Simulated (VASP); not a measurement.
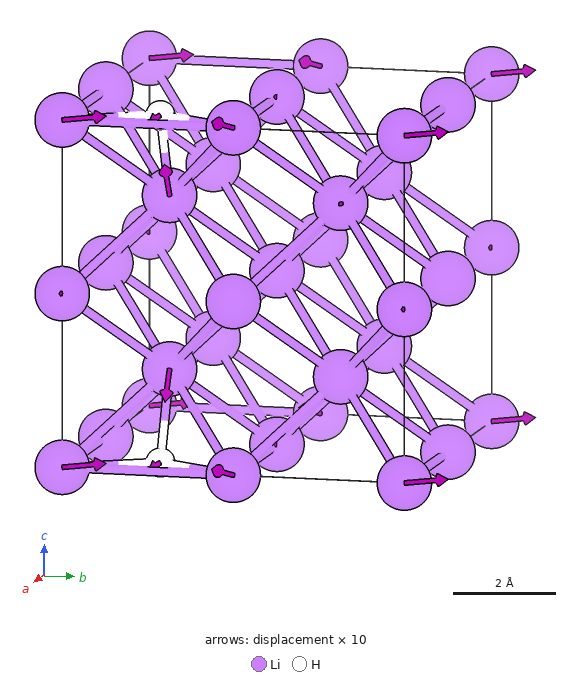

A relaxation of a defect cell of composition Li16H. The starting structure is drawn; purple arrows show the displacements, magnified 10 times.

Style: ball-and-stick. Shown: the cell of the calculation, slightly off an axis.

The run lets the atoms move in a fixed cell.

Computed with Kohn-Sham DFT of a periodic cell, PBEsol, VASP PAW PBE potentials, recommended in VASP 6.6.1.

Input
```
SYSTEM = Li16H
PREC = Accurate
ENCUT = 520
EDIFF = 1E-6
ISMEAR = -1
SIGMA = 0.1
LREAL = Auto
LASPH = .TRUE.
NELM = 100
ALGO = Normal
ISIF = 2
LWAVE = .FALSE.
LCHARG = .FALSE.
GGA = PS
IBRION = 2
NSW = 45
EDIFFG = -0.08
```

Launched with:
```bash
cat potpaw_PBE.64/Li_sv/POTCAR potpaw_PBE.64/H/POTCAR > POTCAR
mpirun -np 1 vasp_std > vasp.out
```

Q: What happened in the run?

A: A Li atom moves most: 0.095 Å along [−2 3 0]. By element the largest moves are Li 0.095 Å, H 0.030 Å. The lattice vectors keep their values. Near-neighbour distances that change, for instance: Li–Li 3.022 → 2.875 Å, Li–Li 3.490 → 3.355 Å, Li–Li 3.022 → 2.898 Å, H–Li 1.985 → 1.867 Å. Over 4 geometry steps the energy falls by 42.4 meV per cell of the calculation. Largest force component: 0.2 eV/Å at the start, 0.04 eV/Å at the end.

Limits of the set-up: the periodic images lie only 7.0 Å apart, so the values are limited by the cell's size.
